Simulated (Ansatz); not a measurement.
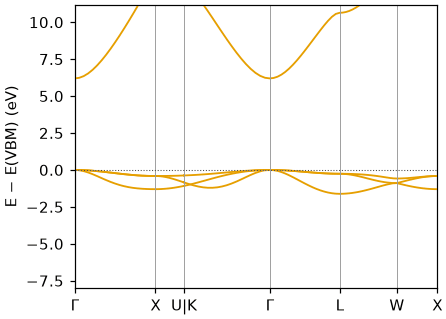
Figure. Band structure from PBEsol (plane waves, PAW; program Ansatz)

Problem. Read off the gap and where the band edges lie.

Solution. About 6.2 eV (6.20 eV by a search for the band edges); maximum at Γ, minimum at Γ.

The material is NaF (rock salt, space group No. 225).

Space group Fm-3m (rock salt). The cell was relaxed with PBEsol under the symmetry of its start; of distortions, only those at the zone centre were tested.

Potentials: the later of the program's two PAW sets.
